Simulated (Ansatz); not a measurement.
**[BCl2]+ (SMILES Cl[B+]Cl): HF/cc-pVTZ**

What is the vertical singlet–triplet gap of [BCl2]+ at HF/cc-pVTZ? 

Program for the calculation: Ansatz 0.2.0.

6 further runs of the same task are left out: 6 that didn't finish.

## Step 1: The system as given

[BCl2]+: 3 atoms, total charge +1, spin state singlet. As SMILES, `Cl[B+]Cl`. The shape is that of a PBE0-D4/def2-TZVP optimisation.

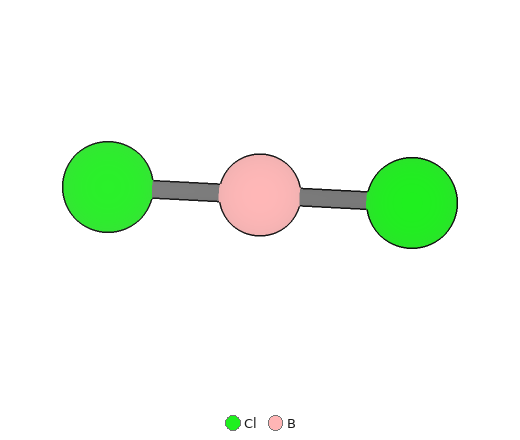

Viewed from a chosen angle; chlorine green, boron pink.

## Step 2: A single-point energy at HF/cc-pVTZ

Input file job.yaml:

```yaml
crystal:
  periodic: [false, false, false]
  atoms:
    - symbol: Cl
      position_ang: [-1.267920, 0.785680, -0.605300]
    - symbol: B
      position_ang: [0.000010, 0.000020, 0.000000]
    - symbol: Cl
      position_ang: [1.267910, -0.785700, 0.605290]
basis:
  gaussian:
    orbitals: cc-pVTZ
total_charge: 1
hamiltonian:
  xc: hf
accuracy: high
output: {orbitals: {seedname: orbitals}}
```

The run is started by

```console
$ ansatz run job.yaml --threads 1 --pin off --max-ram 3480MiB --events-out events.jsonl --progress --plain --runs-dir runs
```

Standard output:

```text
Warning: RAYON_NUM_THREADS=1 ignored (pool sized by the plan → 1); use --threads N
Functional definition: HF
  name "HF"
  exchange = exact_x
  correlation = 0
1391 factors; integrals over basis functions are off by at most 3.8e-9 eV
mean field evaluation 1: about -25672.0383 eV, gradient 1.9e1 eV
mean field evaluation 2: about -25672.5419 eV, gradient 2.0e1 eV
mean field evaluation 4: about -25673.5760 eV, gradient 1.9e0 eV
mean field evaluation 8: about -25673.6007 eV, gradient 7.4e-2 eV
mean field evaluation 16: about -25673.6008 eV, gradient 2.6e-7 eV
mean field -25673.60075214 eV, -943.4874254496 hartree, gradient 1.8e-8 eV, S^2 0.000000; 0 other end points of the search recorded, 0 dependent functions left out
reference -25673.60075214 eV, -943.4874254496 hartree; 19, 19 occupied and 79, 79 virtual orbitals, 1391 factors
Total energy: -25673.60075214 eV, -943.4874254496 hartree
```

It took 1.2 s on 1 thread of Intel Xeon 6975P-C (Granite Rapids), shared host; peak memory 0.21 GiB.

## Step 3: The triplet

Input file run.yaml:

```yaml
crystal:
  periodic: [false, false, false]
  atoms:
    - {symbol: Cl, position_ang: [-1.267920, 0.785680, -0.605300]}
    - {symbol: B, position_ang: [0.000010, 0.000020, 0.000000]}
    - {symbol: Cl, position_ang: [1.267910, -0.785700, 0.605290]}
basis:
  gaussian: {orbitals: cc-pVTZ}
total_charge: 1
magnetization: {spin_polarized: true, initial_magnetization: 2}
hamiltonian: {xc: hf}
accuracy: high
output: {orbitals: {seedname: orbitals}}
```

The run is started by

```console
$ ansatz run run.yaml --threads 1 --pin off --max-ram 3480MiB --events-out events.jsonl --progress --plain --runs-dir runs
```

Standard output:

```text
Warning: RAYON_NUM_THREADS=1 ignored (pool sized by the plan → 1); use --threads N
[... 4 set-up lines as earlier in the session ...]
1391 factors; integrals over basis functions are off by at most 3.8e-9 eV
mean field evaluation 1: about -25665.5437 eV, gradient 1.0e1 eV
mean field evaluation 2: about -25665.5670 eV, gradient 1.0e1 eV
mean field evaluation 4: about -25666.5638 eV, gradient 1.4e0 eV
mean field evaluation 8: about -25666.6039 eV, gradient 3.2e-3 eV
mean field evaluation 16: about -25666.6039 eV, gradient 1.7e-4 eV
mean field evaluation 32: about -25666.6753 eV, gradient 7.5e-1 eV
mean field evaluation 64: about -25667.1755 eV, gradient 9.9e-5 eV
mean field evaluation 96: about -25667.1755 eV, gradient 1.7e-8 eV
mean field evaluation 128: about -25667.1755 eV, gradient 8.6e-9 eV
mean field evaluation 160: about -25666.8478 eV, gradient 1.3e-1 eV
mean field evaluation 192: about -25667.1755 eV, gradient 6.0e-3 eV
mean field evaluation 224: about -25667.1627 eV, gradient 1.4e0 eV
mean field evaluation 256: about -25667.1755 eV, gradient 9.4e-4 eV
mean field evaluation 288: about -25667.1755 eV, gradient 4.0e-9 eV
mean field evaluation 320: about -25667.1755 eV, gradient 3.3e-9 eV
mean field evaluation 352: about -25667.1755 eV, gradient 3.2e-9 eV
mean field evaluation 384: about -25666.7534 eV, gradient 3.9e0 eV
mean field evaluation 416: about -25667.1755 eV, gradient 2.9e-7 eV
mean field evaluation 448: about -25667.1825 eV, gradient 2.4e-2 eV
mean field evaluation 480: about -25667.1755 eV, gradient 4.5e-2 eV
mean field evaluation 512: about -25667.0862 eV, gradient 1.8e0 eV
mean field evaluation 544: about -25667.1808 eV, gradient 1.0e-2 eV
mean field evaluation 576: about -25667.1563 eV, gradient 7.1e-1 eV
mean field evaluation 608: about -25666.0957 eV, gradient 5.1e0 eV
mean field evaluation 640: about -25666.7576 eV, gradient 5.8e-1 eV
mean field evaluation 672: about -25666.8478 eV, gradient 1.3e-6 eV
mean field -25667.17553132 eV, -943.2513029395 hartree, gradient 2.4e-8 eV, S^2 2.027671; 13 other end points of the search recorded, 0 dependent functions left out
reference -25667.17553132 eV, -943.2513029395 hartree; 20, 18 occupied and 78, 80 virtual orbitals, 1391 factors
Total energy: -25667.17553132 eV, -943.2513029395 hartree
```

Wall time 76 s (1 thread of Intel Xeon 6975P-C (Granite Rapids), shared host); peak memory 0.31 GiB.

## Step 4: Outcome

At HF/cc-pVTZ:

```
                                        quantity          value
                           singlet: total energy  -943.48743 Eh
                            singlet: HOMO energy      -20.27 eV
                            singlet: LUMO energy       -4.31 eV
                          singlet: HOMO–LUMO gap       15.95 eV
                           triplet: total energy  -943.25130 Eh
     triplet: HOMO energy (highest over α and β)      -13.78 eV
      triplet: LUMO energy (lowest over α and β)      -10.24 eV
                                   triplet: ⟨S²⟩          2.028
vertical energy of the triplet above the singlet       6.425 eV
```

At this shape the triplet lies 6.43 eV (148 kcal/mol) above the singlet.
